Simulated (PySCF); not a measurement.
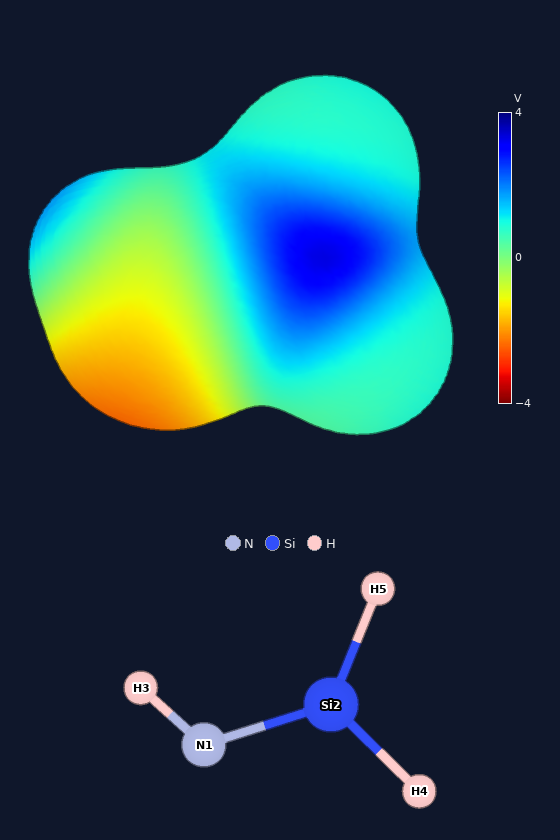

The picture shows: H₃NSi (SMILES N=[SiH2]). The electrostatic potential painted on the density surface at 0.004 e/bohr³, seen across its widest extent; the colour scale runs from red (negative) to blue (positive). The bare structure is drawn below in the same view.

Geometry: PBE0-D3(BJ)/def2-SVP.

Method: wB97X-D/def2-SVPD, SCF density, gas phase (PySCF 2.14.0).

```json
{"atom": "N", "x (Å)": "0.3110", "y (Å)": "-0.3438", "z (Å)": "1.1016"}
{"atom": "Si", "x (Å)": "-0.1736", "y (Å)": "-0.0596", "z (Å)": "-0.4001"}
{"atom": "H", "x (Å)": "0.7668", "y (Å)": "0.3872", "z (Å)": "1.6449"}
{"atom": "H", "x (Å)": "-0.8281", "y (Å)": "-1.1640", "z (Å)": "-1.1423"}
{"atom": "H", "x (Å)": "-0.0644", "y (Å)": "1.1895", "z (Å)": "-1.2191"}
```

Which sites attract a positive test charge, and which a negative one?

Answer. A positive charge is drawn to the negative regions and a negative charge to the positive ones. The most negative region (about −2.4 V) lies over N1, the most positive (about +3.2 V) over Si2. N1 is the likeliest acceptor of a hydrogen bond.

How polar is the molecule by this calculation?

Answer. Its dipole moment is 2.62 D.
